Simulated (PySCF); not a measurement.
# C2H8N2Si: the cost of one run

Computed with PySCF 2.14.0, with density-fitted response routines of our own, on a single molecule in the gas phase. Atoms are numbered from 0 throughout.

## Step 1: The starting structure

13 atoms, charge 0, multiplicity 1; geometry from: GFN2-xTB. The atoms were then displaced at random by about 0.01 Å, so the start is not that level's minimum.

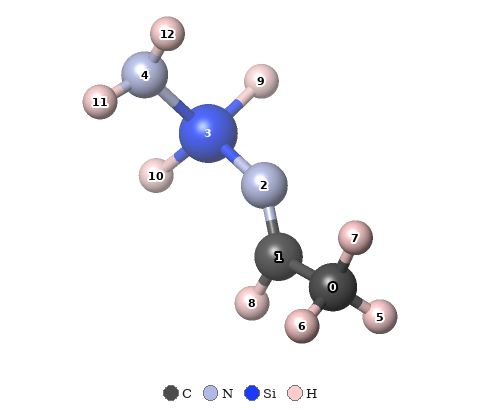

The starting geometry (carbon dark grey, nitrogen light blue, silicon blue, hydrogen pink), atoms numbered; sticks join atoms by distance.

## Step 2: Optimising the geometry at PBE0-D3(BJ)/def2-SVP

What the job is given:

```
{"job": {"xc": "PBE0", "basis": "def2-SVP", "d3": "d3bj", "grid": 1, "shake": 0.01, "kind": "geom"}, "charge": 0, "multiplicity": 1}
C      2.459000     0.146060    -0.084380
C      1.116640    -0.469240     0.202190
N      0.043480    -0.081370    -0.342930
Si    -1.568380    -0.521760    -0.247050
N     -2.566880     0.838630     0.170790
H      3.116620    -0.567900    -0.500060
H      2.887250     0.548500     0.833730
H      2.331830     0.990380    -0.802980
H      1.165090    -1.289890     0.944920
H     -1.935600    -0.891900    -1.606290
H     -1.963960    -1.548340     0.755760
H     -2.493830     1.194290     1.131770
H     -2.585440     1.635670    -0.465790
```

Command:

```bash
OMP_NUM_THREADS=1 python probes_run.py task.json out
```

One launch serves the whole session: the jobs run in the order shown.

Q: Estimate the wall time and peak memory of this first job on 1 thread of Arm Neoverse N1, shared host.

About 58 s, with a peak of 0.47 GiB.
